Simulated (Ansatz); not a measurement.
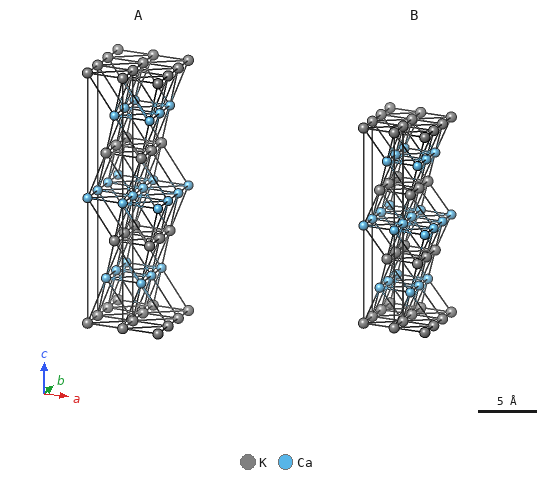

Two geometries of a crystal of KCa (built on the CuPt (L1_1)_166 type) (coarse preliminary run), drawn at one scale. One is the start of a relaxation, the other its converged end. The picture is a ball-and-stick view of the conventional cell (3 times the calculation's cell), repeated 2 × 3 × 1 with one cell outlined, seen slightly off an axis. Lengths and directions refer to the drawn axes.

Computed with DFT PBE, scalar-relativistic, plane waves, PAW in Ansatz. (plane-wave cutoff 420 eV; k-point mesh 6 × 6 × 6; occupations gaussian; smearing width 0.1 eV; no spin polarisation; cell and atoms relaxed; force threshold 0.04 eV/Å; at most 70 steps)

Which of the two is the end point?

Structure A is the relaxed one. Case: CuPt (L1_1) type (R-3m, No. 166). After 7 accepted moves (9 points after the start) the energy has fallen by 547 meV per atom. All forces vanish by symmetry, so only the cell relaxes. Pressure: 10.98 GPa at the start and 0.00 GPa at the end. The SCF was repeated twice at an unchanged geometry on a basis and grid sized afresh for the cell, which shifted the energy by 13.7 meV per atom at most. No atom moves by more than 0.005 Å relative to the cell. The drawn cell changes as follows: a = b 3.573 → 4.107 Å (+14.9 %), c 17.071 → 21.892 Å (+28.2 %); the volume changes by +69.4 %. Near-neighbour distances that change, for instance: Ca–K 3.514 → 4.351 Å, Ca–Ca 3.573 → 4.107 Å, K–K 3.573 → 4.107 Å. The space group stays R-3m (No. 166).
